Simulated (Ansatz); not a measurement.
# Geometry relaxation, with input and output: AlSiH3Cl (part 2 of 2)

Continued. System: AlSiH3Cl, multiplicity 2. Method: UKS PBE-D4/def2-SVP (Ansatz 0.2.0). 

Geometry of the input (Å):
```
Si -0.6874  -0.0362  -0.9974
Al 0.7131  -0.1352  0.9070
Cl 0.7211  1.5558  2.1538
H  1.0568  -0.6793  2.2840
H  -1.5432  1.1214  -1.3559
H  1.6173  -1.3706  1.2796
```

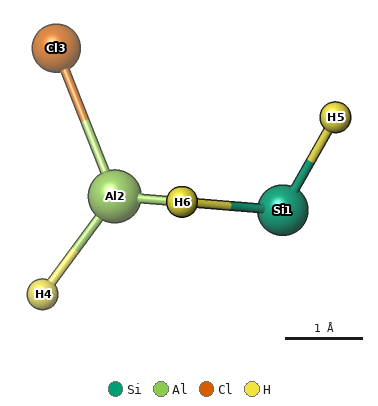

*The geometry at step 20 of the log (ball-and-stick view, seen at a tilt; atoms are numbered from 1 in the order of the input).*

Trajectory as extended XYZ, continued
```
6
Properties=species:S:1:pos:R:3:forces:R:3 step=7 energy=-27023.16904
Si   -0.7277   -0.1803   -0.6656   -0.0173  -0.0819   0.0234
Al    0.8019   -0.1303    1.3555    0.5193  -0.7189   0.2286
Cl    0.9231    1.9293    1.9645   -0.0065  -0.0742  -0.0938
H     0.1699   -1.2456    2.3731   -0.1978   0.3391  -0.1623
H    -1.3822    1.0088   -1.3913    0.1015  -0.0137   0.0638
H     2.0927   -0.9260    0.6348   -0.3991   0.5496  -0.0598
6
Properties=species:S:1:pos:R:3:forces:R:3 step=8 energy=-27023.25993
Si   -0.6819   -0.2644   -0.5923   -0.2666   0.0309  -0.2894
Al    0.7932   -0.1335    1.3754    0.3806  -0.4690   0.4225
Cl    0.9229    1.9364    1.9565    0.0128  -0.1412  -0.0696
H     0.0875   -1.2243    2.3588    0.0271   0.2661  -0.0722
H    -1.2481    0.9792   -1.3060    0.0889  -0.0536  -0.0181
H     2.0041   -0.8377    0.4788   -0.2429   0.3668   0.0267
6
Properties=species:S:1:pos:R:3:forces:R:3 step=9 energy=-27023.32941
Si   -0.7166   -0.2905   -0.5959   -0.0624   0.0222  -0.0916
Al    0.7850   -0.2088    1.4397    0.2029  -0.0173  -0.0356
Cl    0.9509    1.8819    1.9501   -0.0255  -0.1552  -0.0031
H     0.0520   -1.2124    2.4759    0.2147   0.1055  -0.1317
H    -1.1685    0.9816   -1.3491    0.1510  -0.0742   0.0337
H     1.9748   -0.6960    0.3503   -0.4806   0.1190   0.2282
6
Properties=species:S:1:pos:R:3:forces:R:3 step=10 energy=-27023.40815
Si   -0.7095   -0.3280   -0.5845   -0.0001   0.0384  -0.0227
Al    0.7549   -0.1961    1.4698   -0.0537  -0.0082  -0.0074
Cl    0.9457    1.8851    1.9812    0.0080  -0.1433   0.0116
H     0.1086   -1.2276    2.5297    0.2677   0.1030  -0.1286
H    -1.0437    0.9680   -1.3658    0.2158  -0.1143   0.0214
H     1.8216   -0.6455    0.2407   -0.4376   0.1245   0.1257
6
Properties=species:S:1:pos:R:3:forces:R:3 step=11 energy=-27023.53521
Si   -0.7032   -0.3602   -0.5700    0.1094   0.0545   0.0053
Al    0.7083   -0.1806    1.4911   -0.1921   0.0164   0.1050
Cl    0.9510    1.8865    2.0099    0.0208  -0.1281   0.0242
H     0.1753   -1.2473    2.5721    0.2821   0.1021  -0.1328
H    -0.9175    0.9467   -1.3828    0.2798  -0.1733   0.0431
H     1.6638   -0.5893    0.1506   -0.4999   0.1285  -0.0448
6
Properties=species:S:1:pos:R:3:forces:R:3 step=12 energy=-27023.72152
Si   -0.6827   -0.3875   -0.5552    0.2540   0.0487   0.0427
Al    0.6602   -0.1634    1.5147   -0.3033   0.0621   0.1768
Cl    0.9599    1.8888    2.0374    0.0380  -0.1227   0.0324
H     0.2400   -1.2654    2.6015    0.2913   0.0857  -0.1231
H    -0.7962    0.9177   -1.3938    0.3352  -0.2141   0.0741
H     1.4964   -0.5345    0.0665   -0.6152   0.1402  -0.2028
6
Properties=species:S:1:pos:R:3:forces:R:3 step=13 energy=-27023.95457
Si   -0.6536   -0.4132   -0.5414    0.3614   0.0856   0.0385
Al    0.6087   -0.1457    1.5373   -0.3819   0.1052   0.2324
Cl    0.9718    1.8899    2.0620    0.0523  -0.1158   0.0313
H     0.3016   -1.2799    2.6205    0.2973   0.0609  -0.1090
H    -0.6800    0.8854   -1.3977    0.3464  -0.2602   0.1147
H     1.3291   -0.4806   -0.0098   -0.6755   0.1243  -0.3079
6
Properties=species:S:1:pos:R:3:forces:R:3 step=14 energy=-27024.19494
Si   -0.5908   -0.4331   -0.5274    0.0386   0.1003  -0.0527
Al    0.5437   -0.1215    1.5645   -0.4463   0.0482   0.3244
Cl    0.9866    1.8905    2.0804    0.0725  -0.0481   0.0366
H     0.3673   -1.2941    2.6282    0.3038   0.0448  -0.0809
H    -0.5822    0.8515   -1.3932    0.3415  -0.2531   0.0988
H     1.1531   -0.4375   -0.0814   -0.3100   0.1079  -0.3263
6
Properties=species:S:1:pos:R:3:forces:R:3 step=15 energy=-27024.33527
Si   -0.6199   -0.4502   -0.5055    0.0420   0.3759  -0.2546
Al    0.4217   -0.1007    1.6077   -0.1549   0.0671   0.0522
Cl    1.0043    1.8793    2.1075    0.0056  -0.0557   0.0197
H     0.4706   -1.3018    2.6382    0.1792  -0.0175   0.0066
H    -0.4110    0.7980   -1.3883   -0.0817  -0.2449   0.0386
H     1.0120   -0.3687   -0.1886    0.0098  -0.1250   0.1375
6
Properties=species:S:1:pos:R:3:forces:R:3 step=16 energy=-27024.30581 accepted=F
Si   -0.6436   -0.3732   -0.5463   -0.0222  -0.9083   0.9303
Al    0.3088   -0.1158    1.6284    0.1273   0.2315  -0.0604
Cl    1.0202    1.8280    2.1093   -0.0869   0.0805   0.0517
H     0.6063   -1.2817    2.6452   -0.0710  -0.1833   0.0064
H    -0.3839    0.7393   -1.4432    0.1573   0.9644  -0.8089
H     0.9698   -0.3409   -0.1224   -0.1046  -0.1848  -0.1191
6
Properties=species:S:1:pos:R:3:forces:R:3 step=17 energy=-27024.36908
Si   -0.6222   -0.4075   -0.5138   -0.0061   0.0914   0.0251
Al    0.3777   -0.0900    1.6231   -0.0673  -0.0296   0.0893
Cl    1.0020    1.8759    2.1259   -0.0156  -0.0097   0.0223
H     0.5377   -1.3057    2.6363    0.0705   0.0476  -0.0722
H    -0.4130    0.7845   -1.4370   -0.0012  -0.0211  -0.0764
H     0.9954   -0.4014   -0.1634    0.0198  -0.0786   0.0118
6
Properties=species:S:1:pos:R:3:forces:R:3 step=18 energy=-27024.38746
Si   -0.6395   -0.3411   -0.4740    0.0689   0.0688  -0.0799
Al    0.3590   -0.0573    1.6539   -0.0343   0.1004  -0.0333
Cl    0.9812    1.9021    2.1961    0.0004  -0.0541   0.0126
H     0.6011   -1.3116    2.5839    0.0404  -0.0368   0.0517
H    -0.3951    0.7443   -1.5172   -0.0392  -0.0539   0.0356
H     0.9710   -0.4805   -0.1716   -0.0362  -0.0244   0.0133
6
Properties=species:S:1:pos:R:3:forces:R:3 step=19 energy=-27024.39051
Si   -0.6337   -0.3179   -0.4740    0.0576   0.0078  -0.0276
Al    0.3391   -0.0419    1.6632    0.0157  -0.0423   0.0726
Cl    0.9788    1.9036    2.2302    0.0024  -0.0181   0.0038
H     0.6327   -1.3070    2.5862   -0.0280   0.0795  -0.0583
H    -0.3999    0.7336   -1.5479   -0.0302  -0.0158   0.0268
H     0.9607   -0.5145   -0.1866   -0.0175  -0.0111  -0.0173
6
Properties=species:S:1:pos:R:3:forces:R:3 step=20 energy=-27024.39212
Si   -0.6243   -0.3153   -0.4770    0.0569  -0.0195   0.0433
Al    0.3306   -0.0344    1.6681   -0.0044   0.0025   0.0237
Cl    0.9816    1.9021    2.2501    0.0004   0.0020  -0.0042
H     0.6380   -1.2949    2.5823   -0.0230   0.0046  -0.0138
H    -0.4113    0.7310   -1.5552   -0.0122   0.0107  -0.0064
H     0.9630   -0.5327   -0.1973   -0.0177  -0.0004  -0.0427
6
Properties=species:S:1:pos:R:3:forces:R:3 step=21 energy=-27024.39786
Si   -0.5939   -0.2990   -0.4740    0.1470  -0.0573   0.1060
Al    0.3069   -0.0089    1.6910   -0.0211   0.0623  -0.0057
Cl    0.9893    1.9046    2.3105   -0.0055   0.0280  -0.0094
H     0.6473   -1.2739    2.5786   -0.0262  -0.0690   0.0277
H    -0.4479    0.7159   -1.5869   -0.0092   0.0345  -0.0154
H     0.9761   -0.5830   -0.2482   -0.0850   0.0014  -0.1033
6
Properties=species:S:1:pos:R:3:forces:R:3 step=22 energy=-27024.42870
Si   -0.5252   -0.2574   -0.4733    0.4755  -0.1896   0.0797
Al    0.2455    0.0560    1.7421    0.1433   0.2212   0.0845
Cl    0.9980    1.9137    2.4587   -0.0924   0.0391  -0.0254
H     0.6871   -1.2167    2.5723   -0.1133  -0.1483   0.0487
H    -0.5223    0.6896   -1.6526   -0.0172   0.0294   0.0774
H     0.9946   -0.7294   -0.3762   -0.3958   0.0482  -0.2649
6
Properties=species:S:1:pos:R:3:forces:R:3 step=23 energy=-27024.48872
Si   -0.4529   -0.2433   -0.4778    0.6565  -0.2507  -0.0261
Al    0.2187    0.1125    1.7799    0.3490   0.2308   0.1458
Cl    0.9980    1.9348    2.5741   -0.1994  -0.0080  -0.0599
H     0.6897   -1.1752    2.5875   -0.1884  -0.0937   0.0268
H    -0.5858    0.6853   -1.6715    0.0163  -0.0351   0.1911
H     1.0100   -0.8583   -0.5213   -0.6340   0.1568  -0.2776
6
Properties=species:S:1:pos:R:3:forces:R:3 step=24 energy=-27024.61640
Si   -0.3687   -0.2659   -0.4871    0.2274   0.0256   0.2131
Al    0.2668    0.1482    1.7987    0.2030   0.2236  -0.0001
Cl    0.9732    1.9747    2.6504   -0.2009  -0.0549  -0.0866
H     0.6355   -1.1525    2.6250   -0.0857  -0.1250   0.1232
H    -0.6163    0.6968   -1.6226    0.0140   0.0114   0.0533
H     0.9872   -0.9456   -0.6934   -0.1578  -0.0807  -0.3028
6
Properties=species:S:1:pos:R:3:forces:R:3 step=25 energy=-27024.71810
Si   -0.3069   -0.2559   -0.4802    0.2041   0.0211   0.1244
Al    0.3197    0.1499    1.8129    0.1783   0.2044   0.0391
Cl    0.9088    2.0097    2.6812   -0.1790  -0.0801  -0.0957
H     0.6247   -1.1337    2.6951   -0.0608  -0.0838   0.0883
H    -0.6041    0.7318   -1.5796   -0.0083   0.0378   0.0565
H     0.9355   -1.0459   -0.8585   -0.1342  -0.0993  -0.2126
6
Properties=species:S:1:pos:R:3:forces:R:3 step=26 energy=-27024.79715
Si   -0.2358   -0.2410   -0.4699    0.3878  -0.1483  -0.1146
Al    0.3847    0.1471    1.8263    0.1329   0.1606   0.1486
Cl    0.8350    2.0503    2.6959   -0.1525  -0.1776  -0.1281
H     0.6086   -1.1269    2.7629   -0.0256   0.0408  -0.0022
H    -0.5919    0.7747   -1.5291    0.0161   0.0108   0.0969
H     0.8771   -1.1484   -1.0151   -0.3586   0.1136  -0.0006
6
Properties=species:S:1:pos:R:3:forces:R:3 step=27 energy=-27024.86084
Si   -0.1798   -0.2526   -0.4733    0.2253  -0.0180   0.0384
Al    0.4259    0.1258    1.8277    0.0913   0.1973   0.1283
Cl    0.7141    2.0816    2.6586   -0.1207  -0.2479  -0.1437
H     0.6589   -1.1098    2.8055    0.0025   0.0088   0.0283
H    -0.4956    0.8733   -1.4234    0.0232  -0.0314  -0.0298
H     0.7542   -1.2626   -1.1240   -0.2215   0.0912  -0.0215
6
Properties=species:S:1:pos:R:3:forces:R:3 step=28 energy=-27024.91154
Si   -0.0990   -0.2054   -0.4657    0.1303  -0.0370   0.0678
Al    0.4722    0.1142    1.8493    0.0260   0.1249  -0.0253
Cl    0.5834    2.0873    2.6544   -0.0643  -0.1300  -0.0621
H     0.7416   -1.1042    2.8385    0.0042   0.0037  -0.0051
H    -0.4045    0.9150   -1.4249    0.0267  -0.0161   0.0204
H     0.5840   -1.3510   -1.1805   -0.1229   0.0546   0.0043
6
Properties=species:S:1:pos:R:3:forces:R:3 step=29 energy=-27024.93768
Si   -0.0324   -0.1871   -0.4543    0.0656  -0.0051  -0.0951
Al    0.5191    0.1298    1.8428   -0.0197  -0.0082   0.0947
Cl    0.4466    2.0863    2.6757   -0.0142  -0.0495  -0.0545
H     0.8304   -1.0894    2.8184    0.0290   0.0144   0.0010
H    -0.2866    0.9448   -1.4126    0.0015  -0.0131   0.0006
H     0.4005   -1.4285   -1.1989   -0.0621   0.0616   0.0533
6
Properties=species:S:1:pos:R:3:forces:R:3 step=30 energy=-27024.94259
Si    0.0777   -0.1344   -0.4776    0.0515  -0.1011   0.1584
Al    0.5135    0.1043    1.8708    0.0056   0.0785  -0.1962
Cl    0.3300    2.0634    2.6740   -0.0084  -0.0184   0.0071
H     0.9507   -1.0795    2.8410   -0.0370  -0.0088  -0.0313
H    -0.1996    0.9665   -1.4632   -0.0041   0.0120   0.0588
H     0.2054   -1.4645   -1.1740   -0.0076   0.0378   0.0031
6
Properties=species:S:1:pos:R:3:forces:R:3 step=31 energy=-27024.94645
Si    0.1151   -0.1498   -0.4591    0.0047   0.0144   0.0150
Al    0.5310    0.1117    1.8691   -0.0278  -0.0292  -0.1103
Cl    0.3260    2.0841    2.6266    0.0168  -0.0130   0.0508
H     0.9192   -1.1018    2.8212    0.0054   0.0435   0.0503
H    -0.2259    0.9718   -1.3986   -0.0032   0.0055   0.0002
H     0.2123   -1.4602   -1.1882    0.0041  -0.0212  -0.0060
6
Properties=species:S:1:pos:R:3:forces:R:3 step=32 energy=-27024.94838
Si    0.1211   -0.1512   -0.4738   -0.0049   0.0214  -0.0108
Al    0.5204    0.1181    1.8539   -0.0019   0.0266  -0.0088
Cl    0.3467    2.0703    2.6715   -0.0066   0.0076  -0.0183
H     0.9082   -1.0746    2.8246    0.0140  -0.0527   0.0348
H    -0.2409    0.9629   -1.4148    0.0007  -0.0080  -0.0021
H     0.2222   -1.4696   -1.1904   -0.0012   0.0051   0.0051
6
Properties=species:S:1:pos:R:3:forces:R:3 step=33 energy=-27024.94885
Si    0.1252   -0.1476   -0.4721    0.0006  -0.0036  -0.0026
Al    0.5241    0.1125    1.8572   -0.0018   0.0020   0.0016
Cl    0.3400    2.0723    2.6551    0.0008  -0.0023  -0.0007
H     0.9119   -1.0824    2.8329    0.0004   0.0015  -0.0004
H    -0.2401    0.9665   -1.4114    0.0000   0.0014   0.0017
H     0.2165   -1.4655   -1.1905   -0.0001   0.0009   0.0004
```

Summary

```csv
quantity,value
outcome,converged
total energy,−27024.9489 eV
mean-field energy,−27024.8186 eV
dispersion energy,−0.1303 eV
⟨S²⟩,0.754
SCF solution under orbital rotations,stable
largest force (length of the vector) at the end,0.004 eV/Å
dipole moment,1.31 D
wall time,69 s (CPU time 2.2 min)
peak memory,0.17 GiB
```
